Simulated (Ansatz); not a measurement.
The parent structure is Ce in the fcc (Cu type) structure (space group Fm-3m, No. 225; a = 4.6641 Å).

Structures relaxed with r2SCAN, PAW, 500 eV (Ansatz, a program for electronic structure; without spin-orbit coupling).

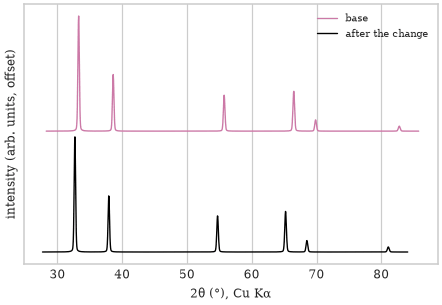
*Simulated powder patterns before (top) and after one change*

Question: Which change produced these results?
A. pressure 1.5 GPa
B. pressure −2 GPa
C. pressure 5 GPa
D. pressure −1 GPa

Answer: B, pressure −2 GPa. Its volume per atom is 26.69 Å³ against 25.36 Å³, and its space group is Fm-3m (No. 225).

Open 4f shells without U are poorly described, and the f state was not checked. Load acts through the strain it causes; cell and atoms are relaxed under it. Stability against distortions was not tested. No other phases were tried under pressure. Seeded moments were not kept for the base. The final runs are not spin-polarised.
